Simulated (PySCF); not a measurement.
CH2N, SMILES C=[N], doublet at its B3LYP/def2-SVP optimised geometry (Å):

```
4

C     -0.2268     0.0306     0.0000
N     -0.8835    -1.0261    -0.0001
H     -0.7188     1.0261     0.0000
H      0.8835     0.0306     0.0000
```

Level of theory: PySCF with unrestricted B3LYP/def2-TZVP.

Map of the electrostatic potential (hartree/e), clipped to [-0.08, 0.12] on the plane z = 0.6 Å:

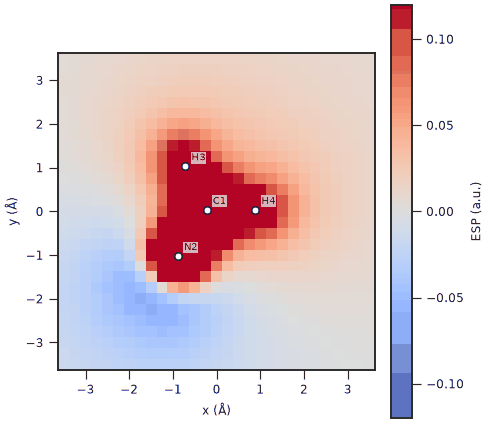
Figure. Electrostatic potential (hartree/e), clipped to [-0.08, 0.12] on the plane z = 0.6 Å.
